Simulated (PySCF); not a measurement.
**C3H3ClS, SMILES `S=C=CCCl`: what the electrons do**

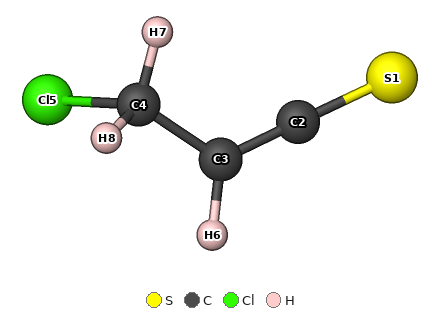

The molecule, with its atoms numbered as below. No frequency check shows the geometry to be a minimum.

Geometry (Å), atoms numbered from 1:

```
S1      -2.5899   -0.3414    0.0817
C2      -1.1889    0.2689   -0.1952
C3      -0.0300    0.8239   -0.4053
C4       1.1299    0.7117    0.5205
Cl5      2.3133   -0.5130   -0.0926
H6       0.1419    1.3326   -1.3440
H7       0.8263    0.3754    1.5098
H8       1.6788    1.6498    0.5812
```

Part 1: Bonding charge

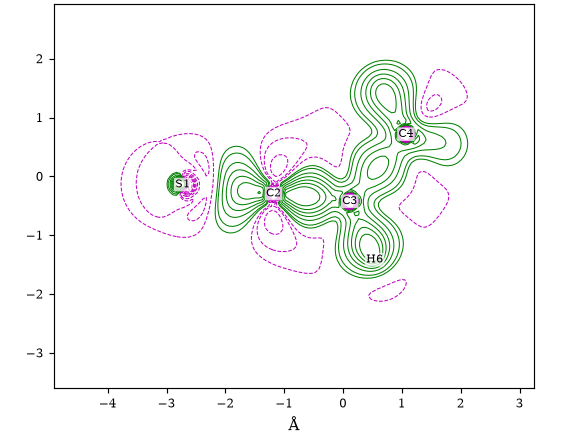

Deformation density (molecule less spherical, spin-averaged free atoms) in the plane of S1, C2, C3, C4 and H6; contours at ±0.05 to ±0.8 e/Å³; solid green lines: gain, dashed magenta lines: loss.

PySCF calculation, PBE0/def2-SVP, gas phase; geometry: GFN2-xTB.

Q: How much density has each bond in this plane gained at its critical point, relative to the free atoms?

A: C3–H6: +0.67 e/Å³ at the bond critical point (bond length 1.08 Å, Mayer order 0.9). C2–C3: +0.65 e/Å³ at the bond critical point (bond length 1.30 Å, Mayer order 1.8). C3–C4: +0.46 e/Å³ at the bond critical point (bond length 1.49 Å, Mayer order 1.1). S1–C2: +0.06 e/Å³ at the bond critical point (bond length 1.55 Å, Mayer order 1.9); up to 0.6 Å beside the axis the gain reaches +0.55 e/Å³. In all, 1.9 electrons gather in the regions of gain relative to the promolecule. A small or negative value marks a very polar bond, one between electron-rich atoms, whose free-atom densities already overlap strongly, a long bond to a heavier atom, or a closed-shell contact such as a hydrogen bond.

Part 2: Bond critical points

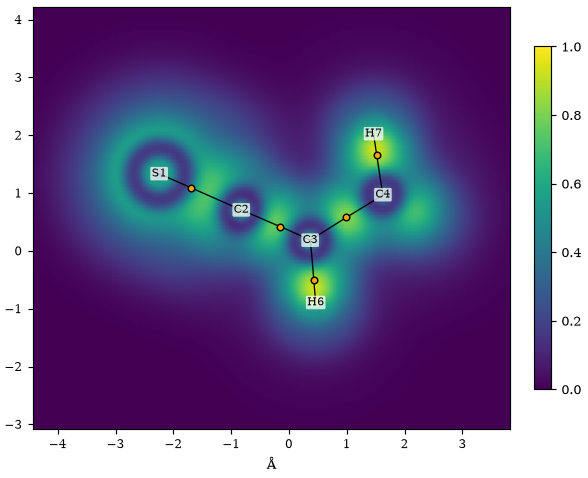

Localised orbital locator (LOL) in the plane of S1, C2, C3, C4, H6 and H7, with bond paths and bond critical points (dots).

Q: Rank the bonds in the plane by LOL at their critical points.

A: C4–H7: about 0.91; C3–H6: about 0.89; C3–C4: about 0.82; C2–C3: about 0.72; S1–C2: about 0.38. Values above 0.5 mark slow, localised electrons, as in shared pairs; low values at a critical point mark a polar or closed-shell contact whose critical point lies between the shells.

Q: Where along C4–H7 does the critical point lie?

A: 0.70 Å from C4 and 0.38 Å from H7.

Part 3: Local ionisation energy

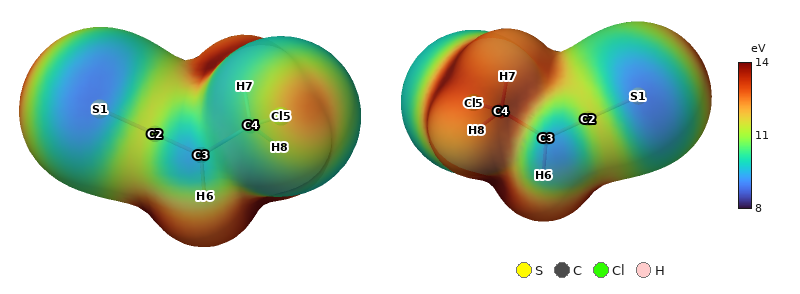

Average local ionisation energy on the surface of electron density 0.001 a.u. (back view left, front view right).

Q: Where are the most loosely bound electrons on this surface?

A: The lowest value is 8.9 eV, 2.2 Å from S1. Further minima include 9.1 eV, over C3, off the plane of its three bonds (2.1 Å); 9.8 eV, 2.1 Å from Cl5; 9.8 eV, 2.1 Å from Cl5. For comparison, the highest occupied orbital lies at −6.7 eV.

Q: What volume does the surface enclose, and what is the dipole moment?

A: About 120 Å³; the dipole moment is 1.7 D.

Part 4: Removing or adding an electron

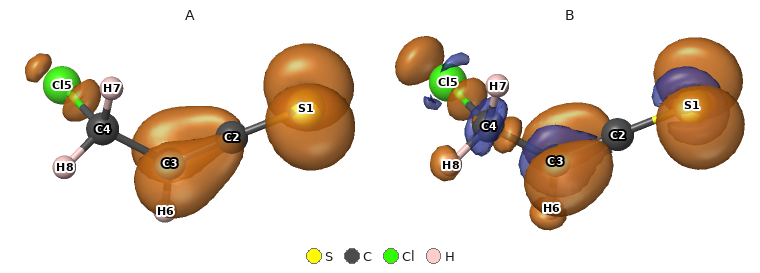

The Fukui function f⁻ from two separate SCF calculations and the density of the HOMO, at ±0.03 e/Å³ (orange positive, blue negative).

Computed with PySCF, PBE0/6-31+G*, geometry: GFN2-xTB.

Q: Which panel is which, and how good is the frozen-orbital picture?

A: B is f⁻ (it has negative regions), A the HOMO density. The HOMO lies on S1 (46 %), C3 (28 %) and C2 (12 %); f⁻ (Hirshfeld-condensed) is largest on S1 (0.43); the vertical ionisation energy is 8.81 eV. Relaxation shifts 16 % of the electron between atoms. The orbital energy is −6.79 eV.

The PySCF runs shown took 9.7 s and 2.7 min on 1 thread of Intel(R) Xeon(R) Platinum 8488C (Sapphire Rapids), with other jobs on the host.
